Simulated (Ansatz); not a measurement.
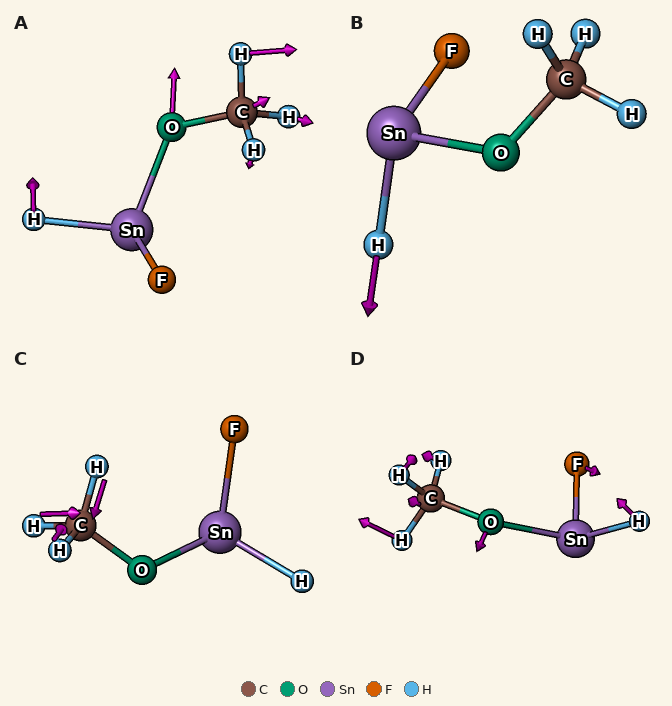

4 normal modes of one molecule or complex, as arrows. Charge 0, doublet. Harmonic vibrations computed with UKS PBE0-D4/def2-TZVP, core potentials on Sn (Ansatz 0.2.0) at a stationary point of the same level.

Match the panels to the wavenumbers 149 cm⁻¹, 543 cm⁻¹, 1733 cm⁻¹, 3010 cm⁻¹.

Answer. A: 543 cm⁻¹
B: 1733 cm⁻¹, Sn–H stretching
C: 3010 cm⁻¹, in-phase stretching of 3 C–H bonds
D: 149 cm⁻¹
